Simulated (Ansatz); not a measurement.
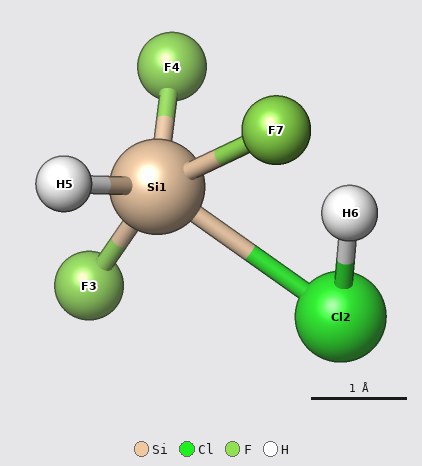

Fig. 1: The input geometry (ball-and-stick view, seen at a tilt; atoms are numbered from 1 in the order of the input).

Single-point calculation, with input and output: SiH₂ClF₃

The run: single-point calculation of SiH₂ClF₃. Method and program: RKS PBE0-D4/def2-TZVPP (Ansatz 0.2.0).

The geometry is a transition state. The reaction was set up to form Si1–F7 and Cl2–H6 and to break Si1–Cl2 and H6–F7 (atoms counted from 1 in the order of the input); sticks are drawn by distance alone. The geometry comes from this level: PBE0-D4/def2-TZVP.

Input file
```yaml
crystal:
  periodic: [false, false, false]
  atoms:
    - {symbol: Si, position_ang: [-0.489244, -0.197026, -0.147840]}
    - {symbol: Cl, position_ang: [1.869038, -0.052806, -0.435508]}
    - {symbol: F, position_ang: [-0.458311, -1.202498, -1.388838]}
    - {symbol: F, position_ang: [-1.150578, 1.085542, -0.786664]}
    - {symbol: H, position_ang: [-1.263713, -1.002736, 0.799369]}
    - {symbol: H, position_ang: [1.312447, 0.624822, 0.728327]}
    - {symbol: F, position_ang: [0.180361, 0.744701, 1.231254]}
basis:
  gaussian: {orbitals: def2-TZVPP}
hamiltonian: {xc: pbe0, dispersion: d4}
output: {orbitals: {seedname: orbitals}}
```

Run on 4 threads of Arm Neoverse V1, 23 GiB of memory available, shared host.

Launch command:
```bash
ansatz run in.yaml --threads 4 --pin off --events-out ev --progress --plain --max-ram 9574MiB
```

Log
```
Functional definition: PBE0
  name "PBE0"
  cite "Adamo & Barone, J. Chem. Phys. 110, 6158 (1999) doi:10.1063/1.478522"
  cite "Perdew, Burke & Ernzerhof, Phys. Rev. Lett. 77, 3865 (1996) doi:10.1103/PhysRevLett.77.3865"
  parent pbe
  parameter a = 0.25
  parameter kappa = 0.804
  parameter beta = 0.06672455060314922
  exchange = (1 - a)*pbe_x(kappa = kappa, mu = beta*pi^2/3) + a*exact_x
  correlation = pbe_c(beta = beta)
1202 factors; their error is unknown
mean field evaluation 1: about -28573.2048 eV, gradient 5.1e1 eV
mean field evaluation 2: about -28568.3111 eV, gradient 8.0e1 eV
mean field evaluation 4: about -28576.6431 eV, gradient 2.4e0 eV
mean field evaluation 8: about -28576.6519 eV, gradient 4.3e-2 eV
mean field evaluation 16: about -28576.7300 eV, gradient 2.6e-5 eV
mean field -28576.73004750 eV, -1050.1754592423 hartree, gradient 2.6e-5 eV, S^2 0.000000; 0 other end points of the search recorded, 0 dependent functions left out
reference -28576.73007181 eV, -1050.1754601356 hartree; 30, 30 occupied and 175, 175 virtual orbitals, 1202 factors
Total energy: -28576.85166449 eV, -1050.1799285844 hartree
```

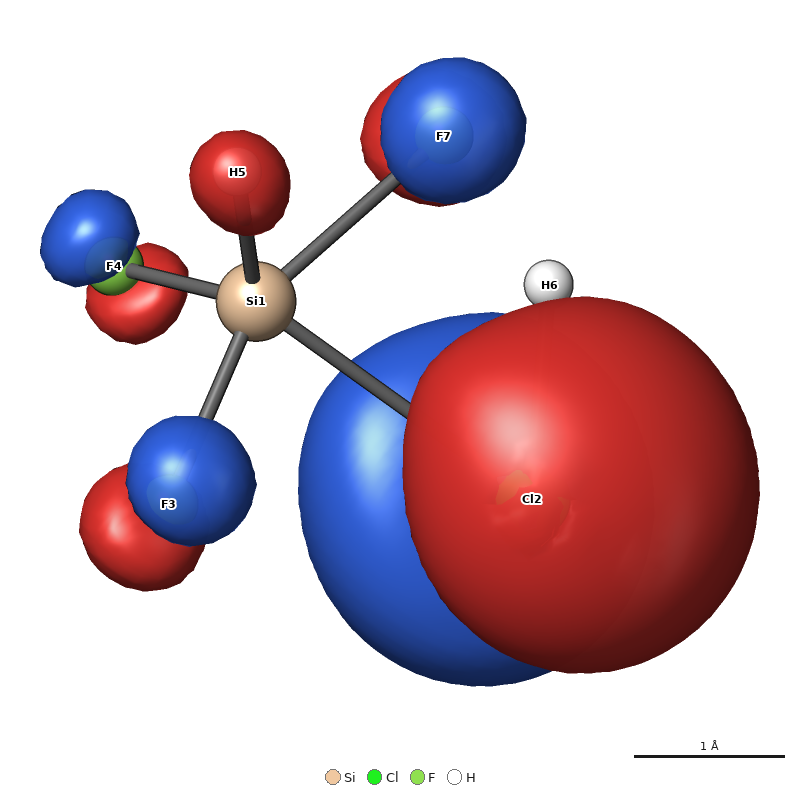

Fig. 2: One frontier orbital at ±0.1 Å⁻³ᐟ² (blue and red are the two phases), seen at a tilt. The HOMO, at −10.39 eV.

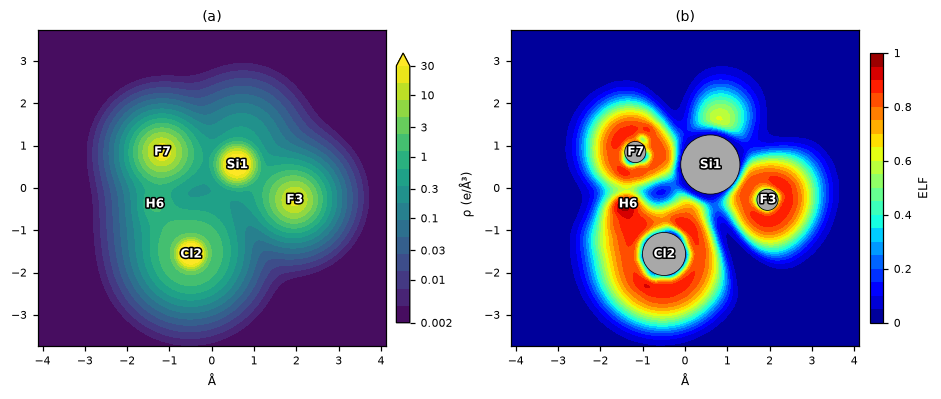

Fig. 3: (a) electron density; (b) electron localisation function on the plane of atoms Si1, Cl2 and H6. Grey discs, where drawn, cover atomic cores. The section cuts through Si, Cl, F and H sites. Si–F (1.80 Å): ρ is about 0.75 e/Å³ halfway; the ELF peaks at about 0.85 between the atoms, which marks a polar covalent bond.

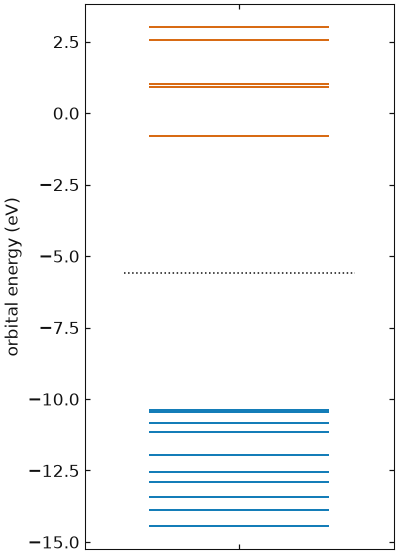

Fig. 4: Orbital energies near the frontier; the dotted line parts filled from empty levels, and levels within 0.02 eV of each other stand side by side. Highest filled −10.39 eV, lowest empty −0.80 eV, 9.59 eV apart.

Summary

- outcome: converged
- total energy: −28576.8517 eV
- mean-field energy: −28576.7301 eV
- dispersion energy: −0.1216 eV
- SCF solution under orbital rotations: stable
- HOMO: −10.39 eV
- LUMO: −0.80 eV
- wall time: 2.3 s (CPU time 8.3 s)
- peak memory: 0.47 GiB
